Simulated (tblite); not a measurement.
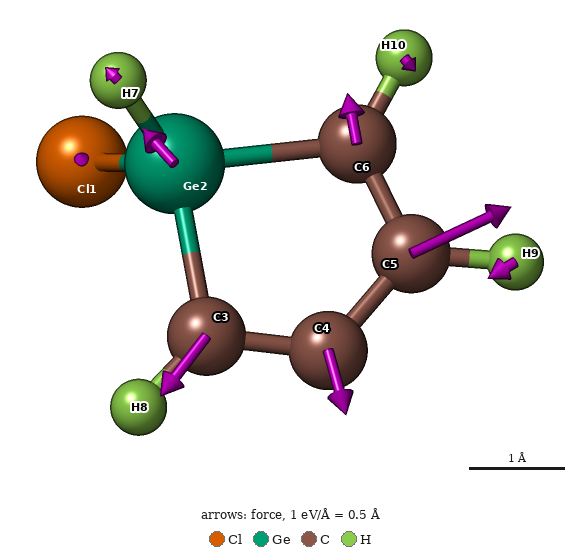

Starting geometry of C$_{4}$H$_{4}$ClGe (multiplicity 2) with the computed forces as purple arrows. Style: ball-and-stick. Shown at a tilt.

Method: tblite, GFN2-xTB geometry optimisation, gas phase. 

### What follows when this structure is relaxed?

It isn't relaxed: the largest force vector, on C5, is 2.42 eV/Å. The final displacements follow the starting forces only in part (cosine between the two patterns 0.35). The largest move after the best rigid fit is that of Cl1, 0.22 Å. By element the largest moves are Cl 0.22 Å, H 0.20 Å, C 0.16 Å, Ge 0.06 Å. Near-neighbour distances that change, for instance: Ge2–C3 1.931 → 2.096 Å, Ge2–C6 1.944 → 1.991 Å, C4–C5 1.397 → 1.439 Å, Ge2–H7 1.512 → 1.552 Å. Among the angles between lasting bonds that change: Cl1–Ge2–H7 116.8° → 107.0°, Cl1–Ge2–C3 110.4° → 118.0°, C3–Ge2–H7 113.9° → 119.8°. Over 42 geometry steps the energy falls by 0.232 eV. The run took 0.24 s on 1 thread of Arm Neoverse V1, on a shared host.
